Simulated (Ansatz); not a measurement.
## Pressure series in hypothetical P4_2/mnm BP

Start from BP (space group P4_2/mnm, No. 136; a = 5.532 Å, c = 3.187 Å; a hypothetical phase, not in the database extracts checked).

Cell and atoms are relaxed at each pressure.

Calculations: plane-wave PAW DFT at the PBEsol level (Ansatz, a program for electronic structure, 420 eV), no spin-orbit coupling.

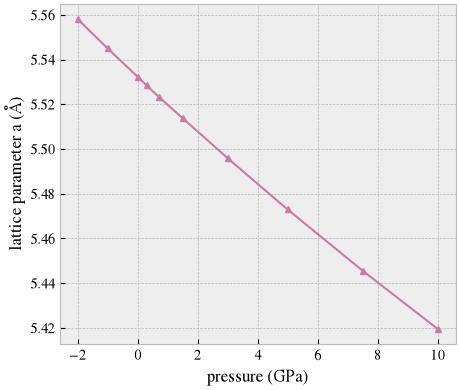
Figure: Lattice parameter a against pressure

```csv
pressure (GPa),lattice parameter a
-2,5.558 Å
-1,5.545 Å
0.3,5.528 Å
0.7,5.523 Å
1.5,5.514 Å
3,5.496 Å
5,5.473 Å
7.5,5.446 Å
10,5.420 Å
```

Load acts through the strain it causes; cell and atoms are relaxed under it. Whether these cells are dynamically stable was not tested. Competing high-pressure phases were not computed. All final runs are without spin polarisation.
